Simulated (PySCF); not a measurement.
C₆H₆O₂S, SMILES COC(=O)c1cccs1 at its GFN2-xTB optimised geometry (Å):

```
15

C     -1.0168     3.1559     0.0072
O     -1.0744     1.7386     0.0106
C      0.0990     1.0829    -0.0009
O      1.1786     1.6230    -0.0032
C     -0.1033    -0.3613    -0.0002
C      0.8673    -1.3294    -0.0003
C      0.3328    -2.6285     0.0000
C     -1.0298    -2.6285     0.0000
S     -1.6908    -1.0483     0.0000
H     -0.9919     3.5227    -1.0213
H     -1.9159     3.5079     0.5082
H     -0.1214     3.4966     0.5308
H      1.9159    -1.0942    -0.0006
H      0.9295    -3.5227     0.0000
H     -1.6879    -3.4751    -0.0001
```

Computed with PBE/def2-TZVP run with PySCF 2.14.0.

Map of the deformation density (molecule minus spherical neutral atoms) (e/bohr³) on the plane z = 0.8 Å:

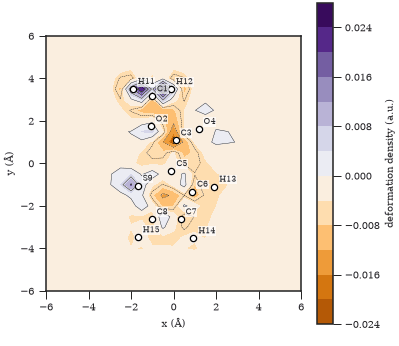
Figure. Deformation density (molecule minus spherical neutral atoms) (e/bohr³) on the plane z = 0.8 Å.
